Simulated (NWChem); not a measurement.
# AlH (SMILES [AlH]): M06-2X/def2-TZVPPD

Aim: the energy change on altering one bond length of AlH at M06-2X/def2-TZVPPD, from 2 runs. 

The results are computed with NWChem 7.3.0.

20 further runs of the same task are left out: 20 set aside as unsound or not needed. Runs told in other sessions of the task aren't counted.

## Step 1: The molecule

AlH has 2 atoms, charge 0, and is taken as a singlet. As SMILES, `[AlH]`. The shape is that of a PBE0-D4/def2-TZVP optimisation.

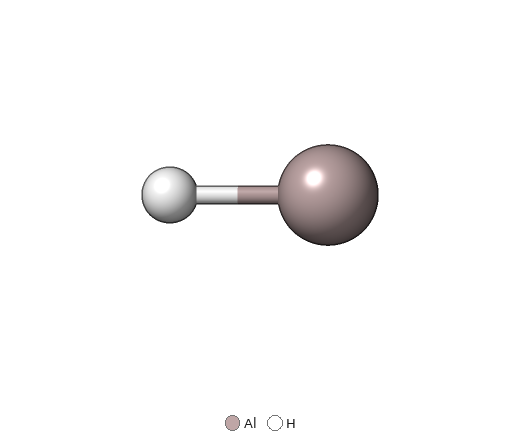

Viewed from a chosen angle; aluminium light grey, hydrogen white.

## Step 2: Energy and forces at M06-2X/def2-TZVPPD

alh.nw

```
start alh
title "AlH gradient"
memory 2200 mb
charge 0

geometry units angstrom noautosym nocenter noautoz
  Al     0.000000     0.000000    -0.025640
  H      0.000000     0.000000     1.639110
end

basis spherical bse
  * library def2-TZVPPD
end

dft
  xc m06-2x
  grid xfine
  convergence energy 1e-08
  maxiter 100
  mulliken
end

task dft gradient
```

Launch:

```console
nwchem alh.nw > alh.out
```

The program printed:

```text
[...]
          Wavefunction type:  closed shell.
          No. of atoms     :     2
          No. of electrons :    14
[...]
          Charge           :     0
          Spin multiplicity:     1
[...]
          AO basis - number of functions:    65
[...]
              XC Information
              --------------
                       M06-2X Method XC Functional
                     Hartree-Fock (Exact) Exchange  0.540
                        M06-2X Exchange Functional  1.000
                      M06-2X Correlation Potential  1.000
[...]
 d= 0,ls=0.0,diis     1   -242.9457370778 -2.47D+02  7.32D-03  2.19D-01     1.8
[...]
 d= 0,ls=0.0,diis     8   -242.9580252133 -1.90D-09  1.13D-06  8.64D-11    10.3
         Total DFT energy =     -242.958025213338
      One electron energy =     -345.732707802929
           Coulomb energy =      117.573643352009
    Exchange-Corr. energy =      -18.931295489552
 Nuclear repulsion energy =        4.132334727134
[...]
      Total Density - Mulliken Population Analysis
     ---------------------------------------------
    Atom       Charge   Shell Charges
 -----------   ------   -------------------------------------------------------
    1 Al  13    12.81   2.00  0.64  1.33  1.24  0.61  0.02  2.93  2.19  0.88  0.53  0.34  0.00  0.04  0.04  0.01  0.01
    2 H    1     1.19   0.24  0.53  0.42  0.00  0.00 -0.00  0.00
[...]
  wavefunction    = closed shell
                         DFT ENERGY GRADIENTS
    atom               coordinates                        gradient
                 x          y          z           x          y          z
   1 Al      0.000000   0.000000  -0.048453   -0.000000  -0.000000  -0.003197
   2 H       0.000000   0.000000   3.097469    0.000000   0.000000   0.003197
[...]
```

Run time: 14 s. Hardware: 1 thread of Intel Xeon Platinum 8259CL at 2.50GHz (Skylake/Cascade Lake), shared host; peak memory 0.12 GiB.

## Step 3: The distorted shape: a single-point energy at M06-2X/def2-TZVPPD

alh.nw

```
start alh
title "AlH energy"
memory total 2200 mb
geometry units angstroms noautosym nocenter noautoz
   Al    0.000000    0.000000   -0.857990
   H     0.000000    0.000000    1.639110
end
basis "ao basis" spherical bse
   Al library def2-TZVPPD
   H library def2-TZVPPD
end
dft
   xc m06-2x
   mult 1
   grid xfine
   convergence energy 1e-08
   iterations 100
   mulliken
   noprint "final vectors analysis"
end
task dft
```

Launch:

```console
nwchem alh.nw > alh.out
```

The program printed:

```text
[...]
          Wavefunction type:  closed shell.
          No. of atoms     :     2
          No. of electrons :    14
[...]
          Charge           :     0
          Spin multiplicity:     1
[...]
          AO basis - number of functions:    65
[...]
              XC Information
              --------------
                       M06-2X Method XC Functional
                     Hartree-Fock (Exact) Exchange  0.540
                        M06-2X Exchange Functional  1.000
                      M06-2X Correlation Potential  1.000
[...]
 d= 0,ls=0.0,diis     1   -242.8655795789 -2.46D+02  1.36D-02  2.58D-01     1.5
[...]
 d= 0,ls=0.0,diis     8   -242.9065320833 -2.59D-09  9.00D-07  7.39D-10     8.6
         Total DFT energy =     -242.906532083348
      One electron energy =     -342.505086891467
           Coulomb energy =      115.675030480235
    Exchange-Corr. energy =      -18.831393071097
 Nuclear repulsion energy =        2.754917398981
[...]
      Total Density - Mulliken Population Analysis
     ---------------------------------------------
    Atom       Charge   Shell Charges
 -----------   ------   -------------------------------------------------------
    1 Al  13    12.74   2.00  0.64  1.33  1.37  0.59  0.02  2.92  2.20  0.87  0.30  0.44  0.00  0.01  0.03  0.02  0.00
    2 H    1     1.26   0.19  0.48  0.58  0.00  0.00  0.01  0.00
[...]
```

It took 9.3 s on 1 thread of Intel Xeon Platinum 8259CL at 2.50GHz (Skylake/Cascade Lake), shared host; peak memory 0.11 GiB.

## Step 4: What came out

At M06-2X/def2-TZVPPD:

| quantity | value |
| --- | --- |
| first shape: total energy | -242.95803 Eh |
| first shape: dipole moment | 0.29 D |
| first shape: HOMO energy | -6.70 eV |
| first shape: LUMO energy | -1.02 eV |
| first shape: HOMO–LUMO gap | 5.68 eV |
| first shape: largest force on an atom | 0.164 eV/Å |
| distorted shape: total energy | -242.90653 Eh |
| distorted shape: dipole moment | 3.96 D |
| energy change with the Al1–H2 bond stretched from 1.665 to 2.497 Å | 1.401 eV |

One bond (distorted shape) is far stretched, which a spin-restricted single reference describes badly; a broken-symmetry solution may lie lower. With the Al1–H2 bond stretched from 1.665 to 2.497 Å the energy rises by 1.40 eV (135 kJ/mol). The first shape isn't relaxed at this level, so the change isn't measured from a minimum. A restricted reference can't describe the breaking bond well at this length.
